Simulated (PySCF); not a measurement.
**CH7NSSi: NMR shifts at several levels of theory**

How much do the NMR shifts of CH7NSSi (`CS[SiH2]N`) depend on the level of theory, and what does each level cost?

Computed with PySCF 2.14.0, with density-fitted response routines of our own, on a single molecule in the gas phase. Atoms are numbered from 0 throughout.

### 1 The molecule as given

11 atoms, charge 0, multiplicity 1; geometry from: PBE0-D3(BJ)/def2-SVP.

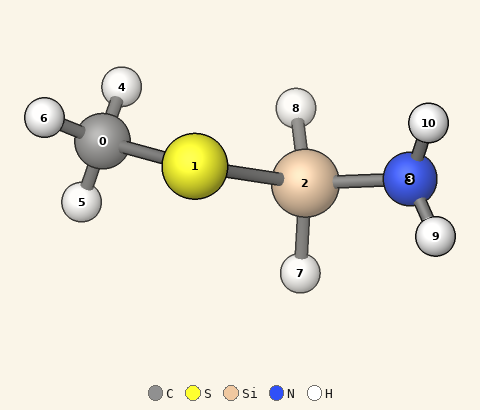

The starting geometry (carbon grey, sulfur yellow, silicon light orange, nitrogen blue, hydrogen white), atoms numbered; sticks join atoms by distance.

### 2 NMR shieldings: HF/pcSseg-2

The job: settings as JSON, then the geometry in Å.

```
{"job": {"kind": "nmr", "xc": "HF", "basis": "pcSseg-2", "pop": false}, "charge": 0, "multiplicity": 1}
C     -2.141212    -0.205876    -0.026211
S     -0.771343     0.718428     0.739217
Si     0.901858    -0.242613    -0.216467
N      2.354509     0.665751    -0.051785
H     -2.042710    -0.234811    -1.121648
H     -2.205440    -1.231682     0.364038
H     -3.068870     0.324230     0.228032
H      1.171209    -1.587081     0.377030
H      0.529622    -0.397565    -1.657412
H      2.908449     0.560316     0.790406
H      2.401665     1.617016    -0.400148
```

Level: GIAO HF/pcSseg-2 NMR shielding, non-relativistic, gas phase.

Started as:

```bash
OMP_NUM_THREADS=1 python probes_run.py task.json out
```

One launch serves the whole session: the jobs run in the order shown.

The log of the run:

```text
final grid: 83480 points
cycle   1  E = -782.9195197900  dE =  1.669e-01  |g| = 4.070e-01  |ddm| = 2.257e+00
cycle   2  E = -782.9698962381  dE = -5.038e-02  |g| = 1.718e-01  |ddm| = 4.542e-01
cycle   3  E = -782.9772412279  dE = -7.345e-03  |g| = 4.977e-02  |ddm| = 1.590e-01
cycle   4  E = -782.9782501642  dE = -1.009e-03  |g| = 1.110e-02  |ddm| = 6.387e-02
cycle   5  E = -782.9783089319  dE = -5.877e-05  |g| = 4.099e-03  |ddm| = 1.703e-02
cycle   6  E = -782.9783178593  dE = -8.927e-06  |g| = 1.335e-03  |ddm| = 6.909e-03
cycle   7  E = -782.9783191809  dE = -1.322e-06  |g| = 3.780e-04  |ddm| = 3.072e-03
cycle   8  E = -782.9783192805  dE = -9.965e-08  |g| = 1.217e-04  |ddm| = 9.397e-04
cycle   9  E = -782.9783192875  dE = -6.956e-09  |g| = 2.937e-05  |ddm| = 2.054e-04
cycle  10  E = -782.9783192881  dE = -6.025e-10  |g| = 6.433e-06  |ddm| = 7.592e-05
converged SCF energy = -782.9783192881

GIAO shielding tensors (ppm)
atom      isotropic    diamagn.    paramagn.     s11        s22        s33       span
  0 C      180.912     238.525     -57.613    171.934    176.425    194.378     22.444
  1 S      710.425    1057.466    -347.042    611.710    638.690    880.874    269.164
  2 Si     403.350     874.749    -471.399    368.134    398.952    442.965     74.831
  3 N      253.302     320.759     -67.457    238.440    255.703    265.764     27.324
  4 H       29.853      29.977      -0.124     24.358     27.978     37.223     12.865
  5 H       29.846      29.490       0.356     23.892     27.531     38.114     14.222
  6 H       29.764      28.539       1.225     24.057     26.983     38.250     14.193
  7 H       26.974      29.993      -3.018     23.186     25.865     31.872      8.686
  8 H       27.048      30.329      -3.281     23.286     26.322     31.535      8.250
  9 H       30.681      31.211      -0.530     23.809     26.255     41.979     18.170
 10 H       30.930      31.559      -0.630     23.839     27.073     41.877     18.038
```

Run time: 13 s. Hardware: 1 thread of Arm Neoverse V2, shared host; peak memory 0.97 GiB.

The references, computed at this level on geometries of the same kind, shield at (ppm): ¹H TMS 31.68, ¹³C TMS 191.5, ²⁹Si TMS 383.0, ¹⁵N NH3 260.7, ³³S CS2 522. Their shielding less the atom's gives the shift. The references are single molecules in the gas phase, so shifts against H2O, NH3, PH3, H3PO4 or CFCl3 are not on the usual liquid scales and can be off by tens of ppm. Atoms listed in one row are averaged.

```csv
atoms,environment,σ (ppm),δ (ppm)
C0,methyl carbon bonded to S,180.9,10.6
"H7, H8","hydrogen on a silicon bonded to N, S",27.01,4.67
"H4, H5, H6",hydrogen on a methyl carbon bonded to S,29.82,1.86
"H9, H10",hydrogen on a nitrogen bonded to Si,30.81,0.88
S1,"sulfur bonded to C, Si",710,-188
Si2,"silicon bonded to N, S, 2 H",403.4,-20.4
N3,"nitrogen bonded to Si, 2 H",253.3,7.4
```

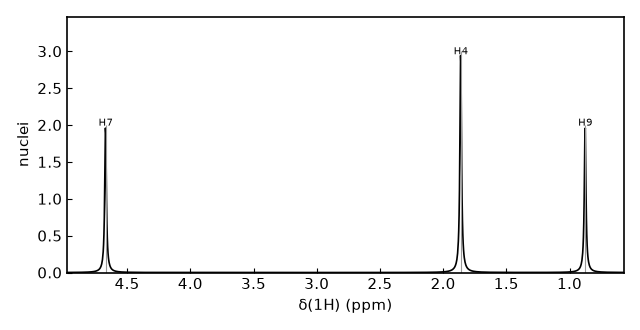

¹H lines at the computed shifts, without couplings. Lines are broadened to a width of 0.02 ppm (Lorentzian).

### 3 NMR shieldings: LDA/pcSseg-2

Same as in step 2 but for these lines:

```diff
@@ -1,2 +1,2 @@
-{"job": {"kind": "nmr", "xc": "HF", "basis": "pcSseg-2", "pop": false}, "charge": 0, "multiplicity": 1}
+{"job": {"kind": "nmr", "xc": "LDA", "basis": "pcSseg-2", "pop": false}, "charge": 0, "multiplicity": 1}
 C     -2.141212    -0.205876    -0.026211
```

Level: GIAO LDA/pcSseg-2 NMR shielding, non-relativistic, gas phase.

The log of the run:

```text
coarse grid: 9736 points
cycle   1  E = -781.4265738818  dE =  8.733e-02  |g| = 6.151e-01  |ddm| = 2.348e+00
cycle   2  E = -781.2257782555  dE =  2.008e-01  |g| = 1.105e+00  |ddm| = 1.237e+00
cycle   3  E = -781.5063589034  dE = -2.806e-01  |g| = 1.446e-01  |ddm| = 8.613e-01
cycle   4  E = -781.5108246447  dE = -4.466e-03  |g| = 6.108e-02  |ddm| = 1.657e-01
cycle   5  E = -781.5116379759  dE = -8.133e-04  |g| = 1.563e-02  |ddm| = 6.171e-02
cycle   6  E = -781.5116932463  dE = -5.527e-05  |g| = 6.828e-03  |ddm| = 2.189e-02
cycle   7  E = -781.5117051817  dE = -1.194e-05  |g| = 1.299e-03  |ddm| = 7.597e-03
cycle   8  E = -781.5117056155  dE = -4.338e-07  |g| = 5.052e-04  |ddm| = 1.798e-03
final grid: 83480 points
cycle   9  E = -781.5119946642  dE = -5.165e-05  |g| = 4.700e-03  |ddm| = 2.503e-02
cycle  10  E = -781.5119845957  dE =  1.007e-05  |g| = 8.081e-03  |ddm| = 6.454e-03
cycle  11  E = -781.5119988253  dE = -1.423e-05  |g| = 1.082e-03  |ddm| = 4.697e-03
cycle  12  E = -781.5119990502  dE = -2.249e-07  |g| = 2.909e-04  |ddm| = 1.076e-03
cycle  13  E = -781.5119990707  dE = -2.054e-08  |g| = 8.908e-05  |ddm| = 2.813e-04
cycle  14  E = -781.5119990726  dE = -1.867e-09  |g| = 2.260e-05  |ddm| = 9.779e-05
cycle  15  E = -781.5119990727  dE = -1.322e-10  |g| = 6.098e-06  |ddm| = 2.479e-05
converged SCF energy = -781.5119990727

GIAO shielding tensors (ppm)
atom      isotropic    diamagn.    paramagn.     s11        s22        s33       span
  0 C      169.493     243.564     -74.071    155.471    163.007    190.000     34.529
  1 S      627.405    1058.397    -430.992    515.861    569.497    796.856    280.995
  2 Si     316.520     879.737    -563.217    264.297    314.530    370.735    106.438
  3 N      239.709     320.805     -81.096    225.767    241.916    251.444     25.677
  4 H       28.815      29.543      -0.728     23.718     26.959     35.768     12.050
  5 H       28.815      29.032      -0.217     22.876     26.596     36.973     14.097
  6 H       28.780      28.545       0.236     23.402     26.259     36.680     13.278
  7 H       24.939      28.886      -3.947     21.337     23.855     29.624      8.286
  8 H       25.034      29.239      -4.205     21.694     24.119     29.289      7.595
  9 H       29.806      30.576      -0.770     23.466     25.700     40.253     16.786
 10 H       30.116      30.879      -0.763     23.612     26.619     40.118     16.506
```

It took 24 s on 1 thread of Arm Neoverse V2, shared host; peak memory 0.79 GiB.

In short: δ C0 10.8, S1 -144, Si2 -13.5, N3 27.0, H7 5.78, H4 1.97 ppm (means over like atoms).

### 4 NMR shieldings: PBE/pcSseg-2

Same as in step 3 but for these lines:

```diff
@@ -1,2 +1,2 @@
-{"job": {"kind": "nmr", "xc": "LDA", "basis": "pcSseg-2", "pop": false}, "charge": 0, "multiplicity": 1}
+{"job": {"kind": "nmr", "xc": "PBE", "basis": "pcSseg-2", "pop": false}, "charge": 0, "multiplicity": 1}
 C     -2.141212    -0.205876    -0.026211
```

Level: GIAO PBE/pcSseg-2 NMR shielding, non-relativistic, gas phase.

The log of the run:

```text
coarse grid: 9736 points
cycle   1  E = -784.3417464044  dE =  9.010e-02  |g| = 5.946e-01  |ddm| = 2.333e+00
cycle   2  E = -784.1586910341  dE =  1.831e-01  |g| = 1.058e+00  |ddm| = 1.192e+00
cycle   3  E = -784.4174275029  dE = -2.587e-01  |g| = 1.315e-01  |ddm| = 8.254e-01
cycle   4  E = -784.4213278793  dE = -3.900e-03  |g| = 5.390e-02  |ddm| = 1.569e-01
cycle   5  E = -784.4219703237  dE = -6.424e-04  |g| = 1.513e-02  |ddm| = 5.599e-02
cycle   6  E = -784.4220237099  dE = -5.339e-05  |g| = 5.999e-03  |ddm| = 2.026e-02
cycle   7  E = -784.4220328478  dE = -9.138e-06  |g| = 1.235e-03  |ddm| = 6.696e-03
final grid: 83480 points
cycle   8  E = -784.4356306343  dE = -7.304e-05  |g| = 1.233e-02  |ddm| = 2.989e-02
cycle   9  E = -784.4355476738  dE =  8.296e-05  |g| = 2.263e-02  |ddm| = 1.971e-02
cycle  10  E = -784.4356620493  dE = -1.144e-04  |g| = 1.802e-03  |ddm| = 1.417e-02
cycle  11  E = -784.4356627522  dE = -7.029e-07  |g| = 4.775e-04  |ddm| = 1.779e-03
cycle  12  E = -784.4356628007  dE = -4.853e-08  |g| = 1.921e-04  |ddm| = 4.597e-04
cycle  13  E = -784.4356628101  dE = -9.361e-09  |g| = 4.644e-05  |ddm| = 2.217e-04
cycle  14  E = -784.4356628106  dE = -4.816e-10  |g| = 1.319e-05  |ddm| = 5.525e-05
converged SCF energy = -784.4356628106

GIAO shielding tensors (ppm)
atom      isotropic    diamagn.    paramagn.     s11        s22        s33       span
  0 C      166.766     242.106     -75.341    153.376    160.360    186.561     33.185
  1 S      636.241    1058.680    -422.439    531.162    575.041    802.520    271.358
  2 Si     340.135     879.364    -539.228    292.756    337.067    390.583     97.827
  3 N      238.550     319.836     -81.286    223.291    241.294    251.063     27.772
  4 H       29.189      29.793      -0.604     24.202     27.348     36.016     11.814
  5 H       29.201      29.260      -0.059     23.442     26.993     37.167     13.725
  6 H       29.194      28.439       0.755     23.950     26.687     36.943     12.993
  7 H       25.612      29.657      -4.045     22.031     24.523     30.282      8.251
  8 H       25.688      30.030      -4.342     22.323     24.777     29.964      7.641
  9 H       30.324      30.876      -0.552     24.066     26.375     40.531     16.465
 10 H       30.634      31.227      -0.593     24.209     27.267     40.427     16.217
```

It took 27 s on 1 thread of Arm Neoverse V2, shared host; peak memory 0.85 GiB.

Key values: δ C0 12.6, S1 -139, Si2 -16.7, N3 22.5, H7 5.53, H4 1.98 ppm (means over like atoms).

### 5 Nuclear shieldings: BLYP/pcSseg-2

Same as in step 4 but for these lines:

```diff
@@ -1,2 +1,2 @@
-{"job": {"kind": "nmr", "xc": "PBE", "basis": "pcSseg-2", "pop": false}, "charge": 0, "multiplicity": 1}
+{"job": {"kind": "nmr", "xc": "BLYP", "basis": "pcSseg-2", "pop": false}, "charge": 0, "multiplicity": 1}
 C     -2.141212    -0.205876    -0.026211
```

Method: GIAO BLYP/pcSseg-2 NMR shielding, non-relativistic, gas phase.

The log of the run:

```text
coarse grid: 9736 points
cycle   1  E = -784.7282795259  dE =  9.561e-02  |g| = 6.419e-01  |ddm| = 2.324e+00
cycle   2  E = -784.4968609698  dE =  2.314e-01  |g| = 1.171e+00  |ddm| = 1.327e+00
cycle   3  E = -784.8156776809  dE = -3.188e-01  |g| = 1.437e-01  |ddm| = 9.398e-01
cycle   4  E = -784.8202222215  dE = -4.545e-03  |g| = 6.067e-02  |ddm| = 1.692e-01
cycle   5  E = -784.8210357691  dE = -8.135e-04  |g| = 1.788e-02  |ddm| = 6.480e-02
cycle   6  E = -784.8211114504  dE = -7.568e-05  |g| = 6.710e-03  |ddm| = 2.350e-02
cycle   7  E = -784.8211227186  dE = -1.127e-05  |g| = 1.438e-03  |ddm| = 7.496e-03
cycle   8  E = -784.8211232713  dE = -5.528e-07  |g| = 5.491e-04  |ddm| = 2.107e-03
final grid: 83480 points
cycle   9  E = -784.8351225147  dE = -5.915e-05  |g| = 8.668e-03  |ddm| = 2.624e-02
cycle  10  E = -784.8350826926  dE =  3.982e-05  |g| = 1.579e-02  |ddm| = 1.338e-02
cycle  11  E = -784.8351381976  dE = -5.550e-05  |g| = 1.536e-03  |ddm| = 9.430e-03
cycle  12  E = -784.8351387175  dE = -5.199e-07  |g| = 3.758e-04  |ddm| = 1.590e-03
cycle  13  E = -784.8351387457  dE = -2.820e-08  |g| = 1.802e-04  |ddm| = 3.849e-04
cycle  14  E = -784.8351387536  dE = -7.929e-09  |g| = 4.428e-05  |ddm| = 1.916e-04
cycle  15  E = -784.8351387541  dE = -4.503e-10  |g| = 1.114e-05  |ddm| = 4.752e-05
converged SCF energy = -784.8351387541

GIAO shielding tensors (ppm)
atom      isotropic    diamagn.    paramagn.     s11        s22        s33       span
  0 C      161.646     239.666     -78.020    148.300    154.831    181.808     33.507
  1 S      608.465    1058.761    -450.296    501.265    542.891    781.238    279.973
  2 Si     329.265     878.565    -549.300    282.603    324.878    380.314     97.710
  3 N      234.647     318.420     -83.773    218.013    237.104    248.826     30.813
  4 H       29.336      29.860      -0.524     24.517     27.539     35.951     11.434
  5 H       29.341      29.455      -0.114     23.731     27.206     37.087     13.356
  6 H       29.360      28.835       0.525     24.287     26.956     36.837     12.550
  7 H       25.916      29.764      -3.848     22.360     24.837     30.551      8.191
  8 H       25.994      30.110      -4.116     22.685     25.070     30.228      7.542
  9 H       30.528      31.181      -0.653     24.442     26.712     40.428     15.986
 10 H       30.849      31.524      -0.675     24.596     27.606     40.344     15.749
```

Run time: 28 s. Hardware: 1 thread of Arm Neoverse V2, shared host; peak memory 0.79 GiB.

In short: δ C0 13.4, S1 -120, Si2 -19.6, N3 22.9, H7 5.42, H4 2.03 ppm (means over like atoms).

### 6 Shielding tensors: BP86/pcSseg-2

Same as in step 5 but for these lines:

```diff
@@ -1,2 +1,2 @@
-{"job": {"kind": "nmr", "xc": "BLYP", "basis": "pcSseg-2", "pop": false}, "charge": 0, "multiplicity": 1}
+{"job": {"kind": "nmr", "xc": "BP86", "basis": "pcSseg-2", "pop": false}, "charge": 0, "multiplicity": 1}
 C     -2.141212    -0.205876    -0.026211
```

Method: GIAO BP86/pcSseg-2 NMR shielding, non-relativistic, gas phase.

The log of the run:

```text
coarse grid: 9736 points
cycle   1  E = -784.8650979093  dE =  9.029e-02  |g| = 5.916e-01  |ddm| = 2.324e+00
cycle   2  E = -784.6919237243  dE =  1.732e-01  |g| = 1.042e+00  |ddm| = 1.125e+00
cycle   3  E = -784.9401112137  dE = -2.482e-01  |g| = 1.290e-01  |ddm| = 7.725e-01
cycle   4  E = -784.9438949946  dE = -3.784e-03  |g| = 5.156e-02  |ddm| = 1.492e-01
cycle   5  E = -784.9444769614  dE = -5.820e-04  |g| = 1.446e-02  |ddm| = 5.361e-02
cycle   6  E = -784.9445266742  dE = -4.971e-05  |g| = 5.574e-03  |ddm| = 1.925e-02
cycle   7  E = -784.9445346144  dE = -7.940e-06  |g| = 1.165e-03  |ddm| = 6.206e-03
final grid: 83480 points
cycle   8  E = -784.9591698474  dE = -7.146e-05  |g| = 5.995e-03  |ddm| = 2.575e-02
cycle   9  E = -784.9591537351  dE =  1.611e-05  |g| = 1.025e-02  |ddm| = 8.383e-03
cycle  10  E = -784.9591764950  dE = -2.276e-05  |g| = 1.228e-03  |ddm| = 5.816e-03
cycle  11  E = -784.9591767539  dE = -2.589e-07  |g| = 3.913e-04  |ddm| = 1.311e-03
cycle  12  E = -784.9591767707  dE = -1.679e-08  |g| = 1.242e-04  |ddm| = 3.942e-04
cycle  13  E = -784.9591767742  dE = -3.523e-09  |g| = 4.130e-05  |ddm| = 1.503e-04
cycle  14  E = -784.9591767746  dE = -4.316e-10  |g| = 9.030e-06  |ddm| = 4.384e-05
converged SCF energy = -784.9591767746

GIAO shielding tensors (ppm)
atom      isotropic    diamagn.    paramagn.     s11        s22        s33       span
  0 C      166.280     242.420     -76.140    153.035    159.908    185.898     32.863
  1 S      633.265    1058.853    -425.588    526.807    570.996    801.992    275.185
  2 Si     339.358     879.356    -539.998    292.365    336.306    389.403     97.038
  3 N      238.119     319.881     -81.762    223.149    240.959    250.250     27.101
  4 H       29.245      29.918      -0.672     24.276     27.422     36.038     11.763
  5 H       29.262      29.359      -0.097     23.543     27.065     37.178     13.636
  6 H       29.268      28.554       0.714     24.056     26.755     36.993     12.938
  7 H       25.685      29.666      -3.981     22.084     24.611     30.360      8.276
  8 H       25.759      30.040      -4.281     22.373     24.870     30.035      7.662
  9 H       30.402      30.912      -0.510     24.167     26.488     40.553     16.386
 10 H       30.693      31.239      -0.547     24.285     27.360     40.432     16.147
```

Wall time 27 s (1 thread of Arm Neoverse V2, shared host); peak memory 0.79 GiB.

In short: δ C0 12.9, S1 -139, Si2 -17.3, N3 21.1, H7 5.51, H4 1.98 ppm (means over like atoms).

### 7 NMR shieldings: OPBE/pcSseg-2

Same as in step 6 but for these lines:

```diff
@@ -1,2 +1,2 @@
-{"job": {"kind": "nmr", "xc": "BP86", "basis": "pcSseg-2", "pop": false}, "charge": 0, "multiplicity": 1}
+{"job": {"kind": "nmr", "xc": "OPBE", "basis": "pcSseg-2", "pop": false}, "charge": 0, "multiplicity": 1}
 C     -2.141212    -0.205876    -0.026211
```

Method: GIAO OPBE/pcSseg-2 NMR shielding, non-relativistic, gas phase.

The log of the run:

```text
coarse grid: 9736 points
cycle   1  E = -784.6931003173  dE =  6.581e-02  |g| = 5.315e-01  |ddm| = 2.371e+00
cycle   2  E = -784.5696902883  dE =  1.234e-01  |g| = 8.972e-01  |ddm| = 1.107e+00
cycle   3  E = -784.7579695170  dE = -1.883e-01  |g| = 1.050e-01  |ddm| = 7.193e-01
cycle   4  E = -784.7606106664  dE = -2.641e-03  |g| = 4.350e-02  |ddm| = 1.388e-01
cycle   5  E = -784.7610422056  dE = -4.315e-04  |g| = 1.202e-02  |ddm| = 4.503e-02
cycle   6  E = -784.7610745760  dE = -3.237e-05  |g| = 5.300e-03  |ddm| = 1.657e-02
cycle   7  E = -784.7610819976  dE = -7.422e-06  |g| = 1.071e-03  |ddm| = 5.781e-03
final grid: 83480 points
cycle   8  E = -784.7716317670  dE = -2.111e-04  |g| = 1.607e-02  |ddm| = 5.117e-02
cycle   9  E = -784.7715244545  dE =  1.073e-04  |g| = 2.548e-02  |ddm| = 3.297e-02
cycle  10  E = -784.7716856694  dE = -1.612e-04  |g| = 2.755e-03  |ddm| = 2.222e-02
cycle  11  E = -784.7716870200  dE = -1.351e-06  |g| = 9.079e-04  |ddm| = 2.676e-03
cycle  12  E = -784.7716871794  dE = -1.594e-07  |g| = 2.531e-04  |ddm| = 8.387e-04
cycle  13  E = -784.7716871952  dE = -1.573e-08  |g| = 8.051e-05  |ddm| = 3.178e-04
cycle  14  E = -784.7716871966  dE = -1.458e-09  |g| = 2.502e-05  |ddm| = 8.617e-05
cycle  15  E = -784.7716871968  dE = -1.713e-10  |g| = 7.196e-06  |ddm| = 3.271e-05
converged SCF energy = -784.7716871968

GIAO shielding tensors (ppm)
atom      isotropic    diamagn.    paramagn.     s11        s22        s33       span
  0 C      170.663     244.035     -73.372    157.482    164.358    190.148     32.667
  1 S      671.195    1059.416    -388.222    572.614    611.047    829.924    257.310
  2 Si     370.818     880.341    -509.524    327.404    368.373    416.677     89.273
  3 N      243.528     320.921     -77.393    228.273    246.977    255.336     27.063
  4 H       29.235      29.725      -0.490     24.130     27.338     36.237     12.107
  5 H       29.271      29.076       0.196     23.516     26.958     37.339     13.823
  6 H       29.259      27.694       1.565     23.918     26.623     37.237     13.319
  7 H       25.773      30.167      -4.394     22.186     24.681     30.452      8.266
  8 H       25.829      30.595      -4.766     22.358     24.968     30.162      7.804
  9 H       30.378      30.582      -0.204     23.928     26.356     40.850     16.922
 10 H       30.675      31.005      -0.330     24.061     27.211     40.753     16.692
```

Run time: 29 s. Hardware: 1 thread of Arm Neoverse V2, shared host; peak memory 0.85 GiB.

In short: δ C0 13.8, S1 -154, Si2 -15.3, N3 19.3, H7 5.40, H4 1.94 ppm (means over like atoms).

### 8 Shielding tensors: KT2/pcSseg-2

Same as in step 7 but for these lines:

```diff
@@ -1,2 +1,2 @@
-{"job": {"kind": "nmr", "xc": "OPBE", "basis": "pcSseg-2", "pop": false}, "charge": 0, "multiplicity": 1}
+{"job": {"kind": "nmr", "xc": "KT2", "basis": "pcSseg-2", "pop": false}, "charge": 0, "multiplicity": 1}
 C     -2.141212    -0.205876    -0.026211
```

With the program's defaults for keys left out, this is: GIAO KT2/pcSseg-2 NMR shielding, non-relativistic, gas phase.

The log of the run:

```text
coarse grid: 9736 points
cycle   1  E = -791.9963180881  dE =  1.070e-01  |g| = 5.610e-01  |ddm| = 2.260e+00
cycle   2  E = -791.8529635526  dE =  1.434e-01  |g| = 9.512e-01  |ddm| = 1.170e+00
cycle   3  E = -792.0676199265  dE = -2.147e-01  |g| = 1.217e-01  |ddm| = 7.814e-01
cycle   4  E = -792.0711221314  dE = -3.502e-03  |g| = 3.966e-02  |ddm| = 1.396e-01
cycle   5  E = -792.0714975389  dE = -3.754e-04  |g| = 1.254e-02  |ddm| = 4.738e-02
cycle   6  E = -792.0715380047  dE = -4.047e-05  |g| = 4.322e-03  |ddm| = 1.749e-02
cycle   7  E = -792.0715435654  dE = -5.561e-06  |g| = 7.636e-04  |ddm| = 5.214e-03
final grid: 83480 points
cycle   8  E = -792.1082524595  dE = -2.325e-04  |g| = 1.688e-02  |ddm| = 5.674e-02
cycle   9  E = -792.1081879282  dE =  6.453e-05  |g| = 2.081e-02  |ddm| = 2.397e-02
cycle  10  E = -792.1082785029  dE = -9.057e-05  |g| = 5.680e-03  |ddm| = 1.966e-02
cycle  11  E = -792.1082863414  dE = -7.839e-06  |g| = 6.758e-04  |ddm| = 4.328e-03
cycle  12  E = -792.1082864374  dE = -9.593e-08  |g| = 2.895e-04  |ddm| = 7.435e-04
cycle  13  E = -792.1082864553  dE = -1.791e-08  |g| = 8.323e-05  |ddm| = 2.628e-04
cycle  14  E = -792.1082864571  dE = -1.811e-09  |g| = 2.235e-05  |ddm| = 9.966e-05
cycle  15  E = -792.1082864572  dE = -1.127e-10  |g| = 4.303e-06  |ddm| = 2.204e-05
converged SCF energy = -792.1082864572

GIAO shielding tensors (ppm)
atom      isotropic    diamagn.    paramagn.     s11        s22        s33       span
  0 C      169.772     242.339     -72.567    156.666    163.665    188.986     32.320
  1 S      654.411    1060.695    -406.284    553.049    598.450    811.734    258.685
  2 Si     367.122     881.602    -514.480    321.270    364.002    416.095     94.825
  3 N      239.874     319.616     -79.743    225.573    242.425    251.623     26.049
  4 H       29.171      29.992      -0.821     24.119     27.338     36.056     11.937
  5 H       29.179      29.343      -0.163     23.312     26.986     37.240     13.927
  6 H       29.169      28.352       0.817     23.897     26.650     36.962     13.065
  7 H       25.648      29.490      -3.842     22.050     24.540     30.353      8.303
  8 H       25.722      29.882      -4.160     22.376     24.775     30.016      7.640
  9 H       30.304      30.888      -0.584     24.003     26.335     40.574     16.572
 10 H       30.609      31.200      -0.591     24.133     27.233     40.461     16.328
```

Run time: 29 s. Hardware: 1 thread of Arm Neoverse V2, shared host; peak memory 0.87 GiB.

In short: δ C0 12.5, S1 -129, Si2 -16.1, N3 20.2, H7 5.49, H4 2.00 ppm (means over like atoms).

[end of part 1 of 2]
